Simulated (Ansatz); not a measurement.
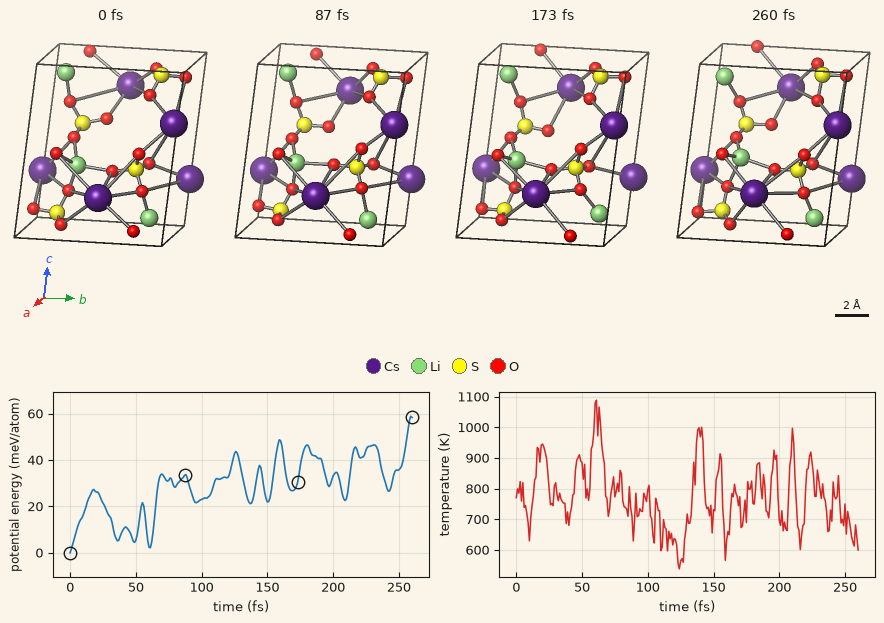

Molecular dynamics of CsLiSO₄ with a Li vacancy (27 atoms in the cell, charge -1), 260 fs long. It starts from the last geometry of an earlier run, with fresh velocities. Frames and the history of the run. Style: ball-and-stick. Shown: the simulation cell, slightly off an axis. Bonds to atoms that aren't drawn are left out.

Theory: Ansatz 0.2.0, DFT LDA, scalar-relativistic, plane waves, PAW. Run with plane-wave cutoff 420 eV; k-point mesh 2 × 1 × 1; Fermi-Dirac smearing 0.05 eV; Langevin thermostat (NVT); set temperature 800 K; time step 1 fs; friction 0.05 per fs.

Q: What do the frames and curves show?

A: Over the second half the temperature averages 770 K (spread ±95 K). The potential energy in the second half lies on average 36.1 meV per atom above the first frame. In the second half of the run the atoms are, in the root-mean-square, this far from where they began (common drift taken out): Li 0.38 Å, O 0.38 Å, Cs 0.30 Å, S 0.23 Å. Against the typical shortest distance between atoms in the first frame, about 1.5 Å these are wide excursions, but the first-neighbour bonds of the start all hold: the network flexes, or its layers or units shift against each other, without breaking.

Limits of the set-up: the periodic images lie only 5.6 Å apart, so the values are limited by the cell's size; the cell is charged, on a uniform background, and energies carry no finite-size correction.
